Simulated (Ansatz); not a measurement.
FH4NSi···HBr

Input

```
crystal:
  periodic: [false, false, false]
  atoms:
    - {symbol: Si, position_ang: [-1.075633, -0.162217, -0.070136]}
    - {symbol: Br, position_ang: [2.922387, -0.955808, 0.820852]}
    - {symbol: H, position_ang: [-1.196451, -1.383535, -0.892576]}
    - {symbol: H, position_ang: [-2.363336, 0.479790, 0.266963]}
    - {symbol: N, position_ang: [-0.095184, 0.959850, -0.870191]}
    - {symbol: H, position_ang: [1.593007, -0.886024, 1.336197]}
    - {symbol: F, position_ang: [-0.464016, -0.668451, 1.341181]}
    - {symbol: H, position_ang: [0.762012, 0.684051, -1.321872]}
    - {symbol: H, position_ang: [-0.082785, 1.932243, -0.610417]}
basis:
  gaussian: {orbitals: def2-TZVPP}
hamiltonian: {xc: pbe0, dispersion: d4}
output: {orbitals: {seedname: orbitals}}
```

Run with:

```sh
ansatz run in.yaml --threads 4 --pin off --events-out ev --progress --plain --max-ram 9574MiB
```

The product side of a reaction path; geometry: PBE0-D4/def2-TZVP.

Computed with RKS PBE0-D4/def2-TZVPP (Ansatz).

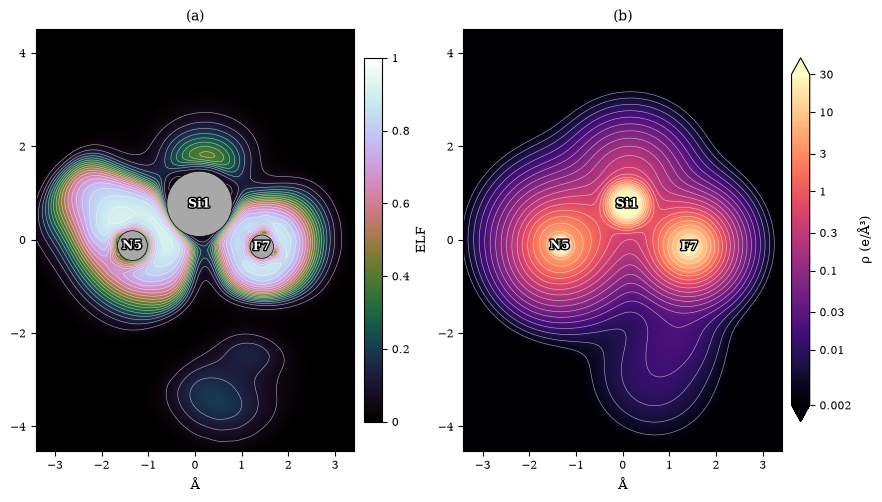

Figure 1. (a) electron localisation function; (b) electron density on the plane of atoms N5, Si1 and F7. Grey discs cover the atomic cores in the ELF map.

### Read the bonding off the picture.

Atoms in the plane: Si, N and F. Si–F (1.62 Å): the density is about 1.1 e/Å³ at the midpoint; the ELF peaks at about 0.85 in the valence shell of F, 0.6 Å from its nucleus, and is about 0.55 at the midpoint. Si–N (1.69 Å): ρ is about 1.2 e/Å³ halfway; the ELF peaks at about 0.90 between the atoms: a shared but strongly polarised pair. The ELF also peaks beside F7 and N5, away from the bonds: lone-pair regions.

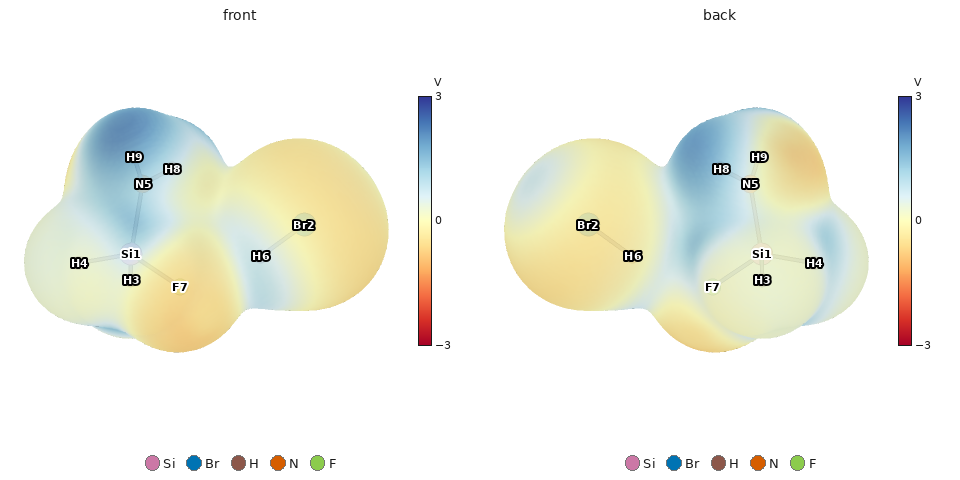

Figure 2. The electrostatic potential painted on the density surface at 0.002 e/bohr³, seen from the front and from behind; red is negative and blue positive.

### Where is the surface potential most negative and most positive?

The most negative region (about −0.7 V) lies over N5 and F7, the most positive (about +2.2 V) over H9. Br2 shows a σ-hole: about +0.7 V at the tip opposite its bond, against about −0.4 V on its flanks.

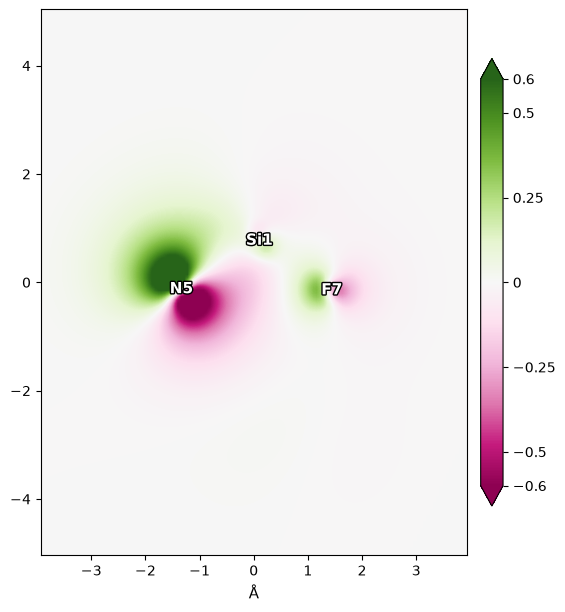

Figure 3. The HOMO on the plane of atoms N5, Si1 and F7 (values in Å⁻³ᐟ²; the overall sign is arbitrary).

### What is the character of this orbital?

By Hirshfeld shares it lies mainly on N5 (about 55 %), Br2 (about 20 %) and Si1 (about 10 %). Its energy is −8.27 eV.

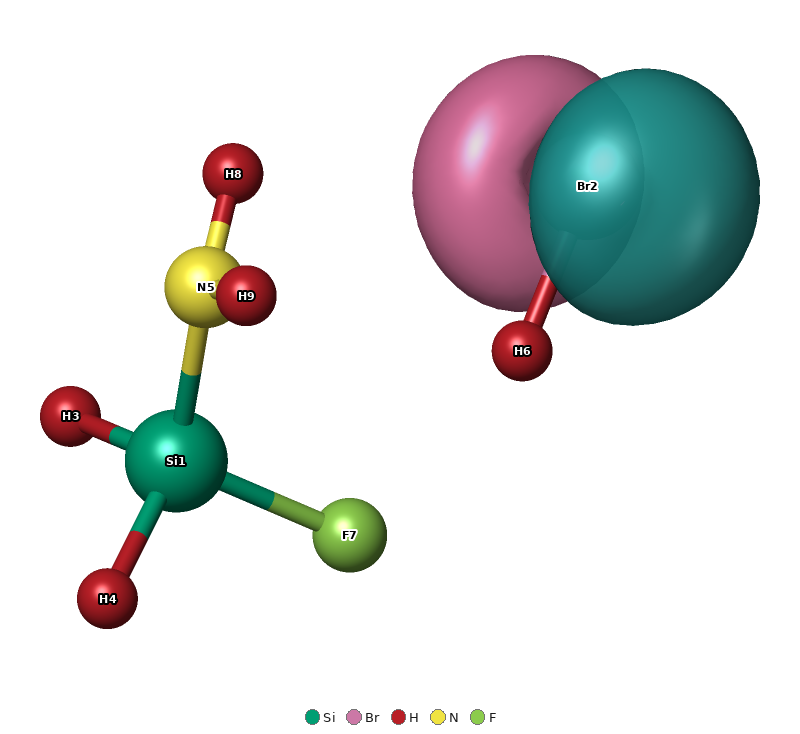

Figure 4. The HOMO−1 at ±0.2 Å⁻³ᐟ² (teal and pink are the two phases), seen at an oblique angle.

### Where does this orbital lie, and at what energy?

By Hirshfeld shares it lies mainly on Br2 (about 95 %); largely a lone pair of Br2. Its energy is −8.55 eV.
